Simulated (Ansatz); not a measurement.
**Run report: TaH₃Cl₃O₂F, nudged elastic band (part 1 of 2)**

- system: TaH₃Cl₃O₂F
- method: RKS PBE0-D4/def2-SVP (Ansatz 0.2.0)

It belongs to a series of runs on one base structure; here: band between the two ends.

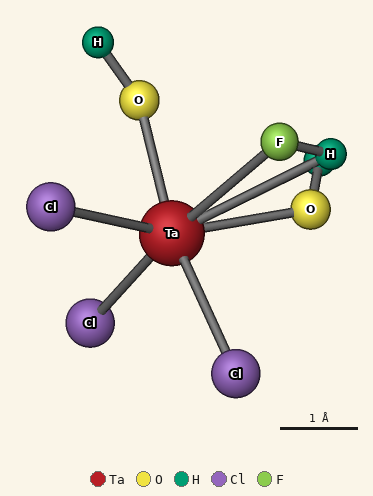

*The starting structure (ball-and-stick view, seen at a tilt). Sticks mark near contacts.*

Bond lengths as drawn: Cl–Ta 2.28 to 2.34 Å, F–H 0.95 Å, F–Ta 2.42 Å, H–O 0.96 to 0.97 Å, H–Ta 2.49 to 2.56 Å and O–Ta 1.90 to 1.96 Å.

Input file:
```yaml
crystal:
  periodic: [false, false, false]
  atoms:
    - { symbol: Ta, position_ang: [0.006007, -0.060309, -0.088313] }
    - { symbol: O, position_ang: [1.950513, 0.141247, -0.203448] }
    - { symbol: H, position_ang: [2.441888, 0.307948, 0.612682] }
    - { symbol: O, position_ang: [0.269418, -0.587713, 1.71307] }
    - { symbol: H, position_ang: [-0.096465, -1.201743, 2.356809] }
    - { symbol: Cl, position_ang: [-0.071683, 0.056835, -2.42252] }
    - { symbol: Cl, position_ang: [-0.796625, 2.029255, 0.336857] }
    - { symbol: Cl, position_ang: [-1.853071, -1.477714, -0.120419] }
    - { symbol: F, position_ang: [1.149151, -2.128963, -0.588872] }
    - { symbol: H, position_ang: [1.915966, -1.565541, -0.617847] }
basis:
  gaussian: { orbitals: def2-SVP }
hamiltonian:
  xc: pbe0
  dispersion: d4
neb:
  order_check: false
  images: 9
  f_tol: 0.03
  max_iterations: 57
  final_atoms:
    - { symbol: Ta, position_ang: [-0.18581671, -0.70972521, -0.09356633] }
    - { symbol: O, position_ang: [2.03174216, -0.07554672, 0.11705028] }
    - { symbol: H, position_ang: [2.59249593, -0.58165223, -0.4881764] }
    - { symbol: O, position_ang: [-0.09784808, -1.00660409, 1.7457937] }
    - { symbol: H, position_ang: [0.15386047, -0.7942628, 2.64698633] }
    - { symbol: Cl, position_ang: [0.21448109, -0.11558041, -2.35497306] }
    - { symbol: Cl, position_ang: [-0.39956676, 1.60742112, 0.34832215] }
    - { symbol: Cl, position_ang: [-2.34294952, -1.39043807, -0.4099835] }
    - { symbol: F, position_ang: [0.79866535, -2.28198556, -0.43820483] }
    - { symbol: H, position_ang: [2.15003508, 0.86167596, -0.09524934] }
  initial_path:
    images:
      - { positions_ang: [[0.006007, -0.060309, -0.088313], [1.950513, 0.141247, -0.203448], [2.441888, 0.307948, 0.612682], [0.269418, -0.587713, 1.71307], [-0.096465, -1.201743, 2.356809], [-0.071683, 0.056835, -2.42252], [-0.796625, 2.029255, 0.336857], [-1.853071, -1.477714, -0.120419], [1.149151, -2.128963, -0.588872], [1.915966, -1.565541, -0.617847]] }
      - { positions_ang: [[0.00513472, -0.04674791, -0.06435245], [2.03443283, 0.11006444, -0.17292281], [2.49923803, 0.13159904, 0.63213778], [0.22976634, -0.48169535, 1.78030455], [-0.11344626, -1.1579931, 2.35855774], [-0.07401725, 0.06289297, -2.42516852], [-0.87933609, 2.05477195, 0.29800696], [-1.73344282, -1.60592109, -0.09510367], [1.0491727, -2.06441894, -0.68964135], [1.89759681, -1.48924999, -0.64381923]] }
      - { positions_ang: [[0.00426245, -0.03318682, -0.04039189], [2.11835265, 0.07888188, -0.14239763], [2.55658806, -0.04474993, 0.65159356], [0.19011468, -0.3756777, 1.8475391], [-0.13042752, -1.11424321, 2.36030648], [-0.0763515, 0.06895093, -2.42781705], [-0.96204718, 2.08028889, 0.25915693], [-1.61381464, -1.73412819, -0.06978834], [0.9491944, -1.99987488, -0.79041071], [1.87922762, -1.41295898, -0.66979145]] }
      - { positions_ang: [[0.00339017, -0.01962573, -0.01643134], [2.20227248, 0.04769932, -0.11187244], [2.61393808, -0.22109889, 0.67104935], [0.15046301, -0.26966005, 1.91477364], [-0.14740878, -1.07049331, 2.36205521], [-0.07868575, 0.0750089, -2.43046557], [-1.04475827, 2.10580584, 0.22030689], [-1.49418647, -1.86233528, -0.04447301], [0.8492161, -1.93533083, -0.89118006], [1.86085843, -1.33666796, -0.69576368]] }
      - { positions_ang: [[0.0025179, -0.00606464, 0.00752922], [2.2861923, 0.01651676, -0.08134726], [2.67128811, -0.39744785, 0.69050513], [0.11081135, -0.16364239, 1.98200819], [-0.16439004, -1.02674342, 2.36380395], [-0.08102, 0.08106687, -2.43311409], [-1.12746936, 2.13132279, 0.18145686], [-1.37455829, -1.99054238, -0.01915768], [0.7492378, -1.87078677, -0.99194942], [1.84248924, -1.26037695, -0.7217359]] }
      - { positions_ang: [[0.00164562, 0.00749645, 0.03148977], [2.37011213, -0.0146658, -0.05082207], [2.72863814, -0.57379682, 0.70996091], [0.07115969, -0.05762474, 2.04924274], [-0.1813713, -0.98299352, 2.36555269], [-0.08335425, 0.08712483, -2.43576261], [-1.21018045, 2.15683973, 0.14260682], [-1.25493011, -2.11874947, 0.00615765], [0.6492595, -1.80624271, -1.09271877], [1.82412005, -1.18408594, -0.74770813]] }
      - { positions_ang: [[-0.03584685, -0.13594788, 0.00647855], [2.30243813, -0.02684199, -0.0172476], [2.7014097, -0.5753679, 0.47033345], [0.03735813, -0.24742061, 1.98855293], [-0.11432495, -0.94524737, 2.42183942], [-0.02378719, 0.04658378, -2.4196047], [-1.04805771, 2.04695601, 0.18374989], [-1.47253399, -1.97308719, -0.07707058], [0.67914067, -1.90139128, -0.96181598], [1.88930305, -0.77493356, -0.61721637]] }
      - { positions_ang: [[-0.07333931, -0.27939221, -0.01853267], [2.23476414, -0.03901817, 0.01632687], [2.67418125, -0.57693898, 0.23070599], [0.00355658, -0.43721648, 1.92786312], [-0.04727859, -0.90750123, 2.47812615], [0.03577988, 0.00604273, -2.40344679], [-0.88593498, 1.93707229, 0.22489295], [-1.69013788, -1.82742491, -0.16029881], [0.70902184, -1.99653985, -0.8309132], [1.95448606, -0.36578118, -0.48672461]] }
      - { positions_ang: [[-0.11083178, -0.42283654, -0.04354389], [2.16709015, -0.05119436, 0.04990134], [2.64695281, -0.57851007, -0.00892148], [-0.03024497, -0.62701235, 1.86717332], [0.01976776, -0.86975509, 2.53441287], [0.09534695, -0.03449831, -2.38728888], [-0.72381224, 1.82718857, 0.26603602], [-1.90774176, -1.68176263, -0.24352704], [0.73890301, -2.09168842, -0.70001041], [2.01966907, 0.0433712, -0.35623286]] }
      - { positions_ang: [[-0.14832424, -0.56628087, -0.06855511], [2.09941615, -0.06337054, 0.08347581], [2.61972437, -0.58008115, -0.24854894], [-0.06404652, -0.81680822, 1.80648351], [0.08681412, -0.83200894, 2.5906996], [0.15491402, -0.07503936, -2.37113097], [-0.5616895, 1.71730485, 0.30717908], [-2.12534564, -1.53610035, -0.32675527], [0.76878418, -2.18683699, -0.56910762], [2.08485208, 0.45252358, -0.2257411]] }
      - { positions_ang: [[-0.18581671, -0.70972521, -0.09356633], [2.03174216, -0.07554672, 0.11705028], [2.59249593, -0.58165223, -0.4881764], [-0.09784808, -1.00660409, 1.7457937], [0.15386047, -0.7942628, 2.64698633], [0.21448109, -0.11558041, -2.35497306], [-0.39956676, 1.60742112, 0.34832215], [-2.34294952, -1.39043807, -0.4099835], [0.79866535, -2.28198556, -0.43820483], [2.15003508, 0.86167596, -0.09524934]] }
```

Launch command:
```bash
ansatz run input.yaml --threads 4 --pin off --max-ram 5120MiB --backend cpu --events-out ev --progress --plain --runs-dir out
```

What the program printed:
```
Engine: ansatz 0.2.0, aarch64-unknown-linux-gnu
Functional definition: PBE0
  parameter a = 0.25
  parameter kappa = 0.804
  parameter beta = 0.06672455060314922
  exchange = (1 - a)*pbe_x(kappa = kappa, mu = beta*pi^2/3) + a*exact_x
  correlation = pbe_c(beta = beta)
1446 factors; integrals over basis functions are off by at most 4.6e-4 eV
mean field evaluation 1: about -45940.7842 eV, gradient 7.4e1 eV
mean field evaluation 2: about -45819.7939 eV, gradient 2.6e2 eV
mean field evaluation 4: about -45950.4842 eV, gradient 1.5e1 eV
mean field evaluation 8: about -45950.9548 eV, gradient 3.9e-1 eV
mean field evaluation 16: about -45950.9552 eV, gradient 5.0e-5 eV
mean field -45950.95522733 eV, -1688.6664579283 hartree, gradient 5.0e-5 eV, S^2 0.000000; 0 other end points of the search recorded, 0 dependent functions left out
the calculation of the forces begins
reference -45950.95527859 eV, -1688.6664598121 hartree; 46, 46 occupied and 97, 97 virtual orbitals, 1446 factors
1442 factors; integrals over basis functions are off by at most 1.1e-3 eV
mean field evaluation 32: about -45951.9028 eV, gradient 1.3e-3 eV
mean field -45951.90281534 eV, -1688.7012811453 hartree, gradient 3.1e-5 eV, S^2 0.000000; 0 other end points of the search recorded, 0 dependent functions left out
[... from here on the field's lines of each further geometry are left out, up to the last ...]
NEB iter   1: max|band force component| = 2.429e2 eV/Å  barrier→ = 40.9099 eV  barrier← = 41.8586 eV  Δτ_max = 0.2000 Å  (350 SCF iters)
NEB iter   2: max|band force component| = 7.123e1 eV/Å  barrier→ = 9.8177 eV  barrier← = 10.7663 eV  Δτ_max = 0.2000 Å  (342 SCF iters)
NEB iter   3: max|band force component| = 4.390e1 eV/Å  barrier→ = 4.4210 eV  barrier← = 5.3697 eV  Δτ_max = 0.2000 Å  (343 SCF iters)
NEB iter   4: max|band force component| = 2.145e1 eV/Å  barrier→ = 1.0368 eV  barrier← = 1.9854 eV  Δτ_max = 0.2000 Å  (328 SCF iters)
NEB iter   5: max|band force component| = 1.125e1 eV/Å  barrier→ = 0.2566 eV  barrier← = 1.2053 eV  Δτ_max = 0.2000 Å  (330 SCF iters)
NEB iter   6: max|band force component| = 1.378e1 eV/Å  barrier→ = 0.6137 eV  barrier← = 1.5624 eV  Δτ_max = 0.1031 Å  (330 SCF iters)
NEB iter   7: max|band force component| = 6.677e0 eV/Å  barrier→ = 0.2041 eV  barrier← = 1.1528 eV  Δτ_max = 0.1984 Å  (309 SCF iters)
NEB iter   8: max|band force component| = 6.310e0 eV/Å  barrier→ = 0.2482 eV  barrier← = 1.1969 eV  Δτ_max = 0.1994 Å  (337 SCF iters)
NEB iter   9: max|band force component| = 1.880e0 eV/Å  barrier→ = 0.2304 eV  barrier← = 1.1790 eV  Δτ_max = 0.1899 Å  (325 SCF iters)
NEB iter  10: max|band force component| = 1.312e0 eV/Å  barrier→ = 0.0998 eV  barrier← = 1.0485 eV  Δτ_max = 0.1990 Å  (309 SCF iters)
NEB iter  11: max|band force component| = 4.547e0 eV/Å  barrier→ = 0.0569 eV  barrier← = 1.0055 eV  Δτ_max = 0.1009 Å  (321 SCF iters)
NEB iter  12: max|band force component| = 6.241e-1 eV/Å  barrier→ = 0.0506 eV  barrier← = 0.9993 eV  Δτ_max = 0.1961 Å  (315 SCF iters)
NEB iter  13: max|band force component| = 1.192e0 eV/Å  barrier→ = 0.0483 eV  barrier← = 0.9969 eV  Δτ_max = 0.1000 Å  (308 SCF iters)
NEB iter  14: max|band force component| = 5.534e-1 eV/Å  barrier→ = 0.0465 eV  barrier← = 0.9952 eV  Δτ_max = 0.1960 Å  (296 SCF iters)
NEB iter  15: max|band force component| = 8.335e-1 eV/Å  barrier→ = 0.0516 eV  barrier← = 1.0003 eV  Δτ_max = 0.0934 Å  (298 SCF iters)
NEB iter  16: max|band force component| = 2.400e-1 eV/Å  barrier→ = 0.0482 eV  barrier← = 0.9969 eV  CI = image 1  Δτ_max = 0.0995 Å  (308 SCF iters)
NEB iter  17: max|band force component| = 1.932e-1 eV/Å  barrier→ = 0.0465 eV  barrier← = 0.9951 eV  CI = image 1  Δτ_max = 0.0999 Å  (304 SCF iters)
NEB iter  18: max|band force component| = 2.024e-1 eV/Å  barrier→ = 0.0662 eV  barrier← = 1.0148 eV  CI = image 1  Δτ_max = 0.1007 Å  (303 SCF iters)
NEB iter  19: max|band force component| = 2.602e-1 eV/Å  barrier→ = 0.0672 eV  barrier← = 1.0159 eV  CI = image 1  Δτ_max = 0.1002 Å  (297 SCF iters)
NEB iter  20: max|band force component| = 2.791e-1 eV/Å  barrier→ = 0.0748 eV  barrier← = 1.0235 eV  CI = image 1  Δτ_max = 0.1014 Å  (303 SCF iters)
NEB iter  21: max|band force component| = 1.603e-1 eV/Å  barrier→ = 0.1027 eV  barrier← = 1.0513 eV  CI = image 1  Δτ_max = 0.0997 Å  (300 SCF iters)
NEB iter  22: max|band force component| = 1.606e-1 eV/Å  barrier→ = 0.1063 eV  barrier← = 1.0550 eV  CI = image 1  Δτ_max = 0.1008 Å  (301 SCF iters)
NEB iter  23: max|band force component| = 2.513e-1 eV/Å  barrier→ = 0.0974 eV  barrier← = 1.0460 eV  CI = image 1  Δτ_max = 0.0502 Å  (305 SCF iters)
NEB iter  24: max|band force component| = 2.037e-1 eV/Å  barrier→ = 0.0904 eV  barrier← = 1.0391 eV  CI = image 1  Δτ_max = 0.0501 Å  (309 SCF iters)
NEB iter  25: max|band force component| = 2.352e-1 eV/Å  barrier→ = 0.0785 eV  barrier← = 1.0272 eV  CI = image 1  Δτ_max = 0.0996 Å  (305 SCF iters)
NEB iter  26: max|band force component| = 2.824e-1 eV/Å  barrier→ = 0.0590 eV  barrier← = 1.0077 eV  CI = image 1  Δτ_max = 0.2000 Å  (304 SCF iters)
NEB iter  27: max|band force component| = 2.654e-1 eV/Å  barrier→ = 0.0565 eV  barrier← = 1.0052 eV  CI = image 1  Δτ_max = 0.1617 Å  (304 SCF iters)
NEB iter  28: max|band force component| = 2.119e-1 eV/Å  barrier→ = 0.0635 eV  barrier← = 1.0121 eV  CI = image 1  Δτ_max = 0.1943 Å  (303 SCF iters)
NEB iter  29: max|band force component| = 3.299e-1 eV/Å  barrier→ = 0.0604 eV  barrier← = 1.0090 eV  CI = image 1  Δτ_max = 0.1000 Å  (309 SCF iters)
NEB iter  30: max|band force component| = 1.382e-1 eV/Å  barrier→ = 0.0577 eV  barrier← = 1.0063 eV  CI = image 1  Δτ_max = 0.1976 Å  (298 SCF iters)
NEB iter  31: max|band force component| = 7.920e-1 eV/Å  barrier→ = 0.0567 eV  barrier← = 1.0053 eV  CI = image 1  Δτ_max = 0.1025 Å  (303 SCF iters)
NEB iter  32: max|band force component| = 4.306e-1 eV/Å  barrier→ = 0.0560 eV  barrier← = 1.0047 eV  CI = image 1  Δτ_max = 0.1001 Å  (299 SCF iters)
NEB iter  33: max|band force component| = 2.034e-1 eV/Å  barrier→ = 0.0590 eV  barrier← = 1.0077 eV  CI = image 1  Δτ_max = 0.1499 Å  (302 SCF iters)
NEB iter  34: max|band force component| = 1.633e-1 eV/Å  barrier→ = 0.0575 eV  barrier← = 1.0062 eV  CI = image 1  Δτ_max = 0.1990 Å  (304 SCF iters)
NEB iter  35: max|band force component| = 2.202e-1 eV/Å  barrier→ = 0.0567 eV  barrier← = 1.0054 eV  CI = image 1  Δτ_max = 0.0999 Å  (300 SCF iters)
NEB iter  36: max|band force component| = 1.163e-1 eV/Å  barrier→ = 0.0568 eV  barrier← = 1.0054 eV  CI = image 1  Δτ_max = 0.0740 Å  (304 SCF iters)
NEB iter  37: max|band force component| = 7.933e-2 eV/Å  barrier→ = 0.0566 eV  barrier← = 1.0053 eV  CI = image 1  Δτ_max = 0.0568 Å  (308 SCF iters)
NEB iter  38: max|band force component| = 7.836e-2 eV/Å  barrier→ = 0.0566 eV  barrier← = 1.0052 eV  CI = image 1  Δτ_max = 0.0999 Å  (304 SCF iters)
NEB iter  39: max|band force component| = 1.193e-1 eV/Å  barrier→ = 0.0565 eV  barrier← = 1.0052 eV  CI = image 1  Δτ_max = 0.0503 Å  (309 SCF iters)
NEB iter  40: max|band force component| = 1.179e-1 eV/Å  barrier→ = 0.0565 eV  barrier← = 1.0052 eV  CI = image 1  Δτ_max = 0.0250 Å  (302 SCF iters)
NEB iter  41: max|band force component| = 9.611e-2 eV/Å  barrier→ = 0.0565 eV  barrier← = 1.0052 eV  CI = image 1  Δτ_max = 0.0250 Å  (303 SCF iters)
NEB iter  42: max|band force component| = 1.022e-1 eV/Å  barrier→ = 0.0565 eV  barrier← = 1.0052 eV  CI = image 1  Δτ_max = 0.0501 Å  (301 SCF iters)
NEB iter  43: max|band force component| = 1.228e-1 eV/Å  barrier→ = 0.0565 eV  barrier← = 1.0052 eV  CI = image 1  Δτ_max = 0.1001 Å  (298 SCF iters)
NEB iter  44: max|band force component| = 1.477e-1 eV/Å  barrier→ = 0.0565 eV  barrier← = 1.0052 eV  CI = image 1  Δτ_max = 0.1014 Å  (297 SCF iters)
NEB iter  45: max|band force component| = 1.897e-1 eV/Å  barrier→ = 0.0565 eV  barrier← = 1.0052 eV  CI = image 1  Δτ_max = 0.0500 Å  (292 SCF iters)
NEB iter  46: max|band force component| = 1.483e-1 eV/Å  barrier→ = 0.0565 eV  barrier← = 1.0052 eV  CI = image 1  Δτ_max = 0.0500 Å  (297 SCF iters)
NEB iter  47: max|band force component| = 9.400e-2 eV/Å  barrier→ = 0.0565 eV  barrier← = 1.0052 eV  CI = image 1  Δτ_max = 0.0499 Å  (299 SCF iters)
```
